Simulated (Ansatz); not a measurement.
# C2BeFK (SMILES [F][Be][C]1=[C+][K-]1): what the fields show

The calculation's input:

```
crystal:
  periodic: [false, false, false]
  atoms:
    - symbol: C
      position_ang: [-0.802772, -1.306333, 2.140911]
    - symbol: C
      position_ang: [-0.243627, -1.539543, 1.043263]
    - symbol: Be
      position_ang: [-1.337360, -1.006953, 3.629694]
    - symbol: F
      position_ang: [-1.866068, -0.748559, 4.884016]
    - symbol: K
      position_ang: [-2.062282, -1.696185, -0.681206]
basis:
  gaussian:
    orbitals: def2-TZVPD
output:
  forces: true
  orbitals: {seedname: orbitals}
hamiltonian:
  xc: pbe0
```

Run with:

```sh
ansatz run input.yaml --threads 1 --pin off --max-ram 2610MiB --events-out events.jsonl --progress --plain --runs-dir runs
```

Geometry: B3LYP/6-31G*.

Computed with isolated molecule in a Gaussian basis; Kohn-Sham density functional theory, functional PBE0 (Ansatz).

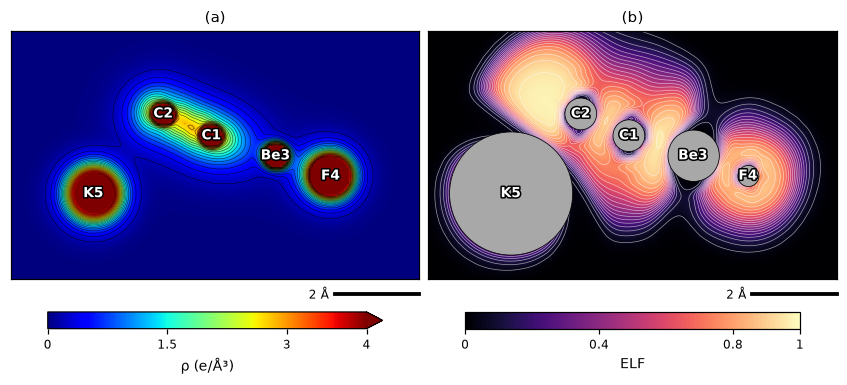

Figure 1. (a) total electron density; (b) electron localisation function on the molecular plane. Grey discs cover the atomic cores in the ELF map.

### Read the bonding off the picture.

- The section cuts through C, Be, F and K sites.
- C–C (1.25 Å): the density is about 2.8 e/Å³ at the midpoint; the ELF peaks at about 0.90 between the atoms (a multiple bond).
- Be–F (1.39 Å): ρ is about 1.6 e/Å³ halfway; the ELF peaks at about 0.85 in the valence shell of F, 0.6 Å from its nucleus, and is about 0.80 at the midpoint.
- C–Be (1.61 Å): the density is about 1.1 e/Å³ at the midpoint; the ELF peaks at about 0.95 between the atoms: a polar covalent bond.
- C–K (2.51 Å): the density is about 0.21 e/Å³ at the midpoint; the ELF peaks at about 0.80 in the valence shell of C, 0.7 Å from its nucleus, and drops to about 0.10 between the two atoms.
- The ELF also peaks beside F4, away from the bonds: lone-pair regions.

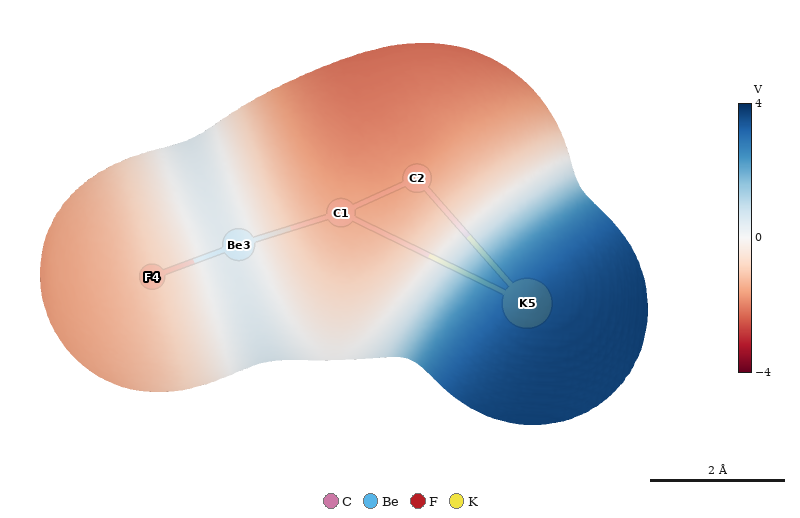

Figure 2. The electrostatic potential painted on the density surface at 0.001 e/bohr³, seen across its widest extent; red is negative and blue positive.

### Where is the surface potential most negative and most positive?

The most negative region (about −2.2 V) lies over C2, the most positive (about +3.8 V) over K5.

### How polar is the molecule by this calculation?

Its dipole moment is 10.18 D.
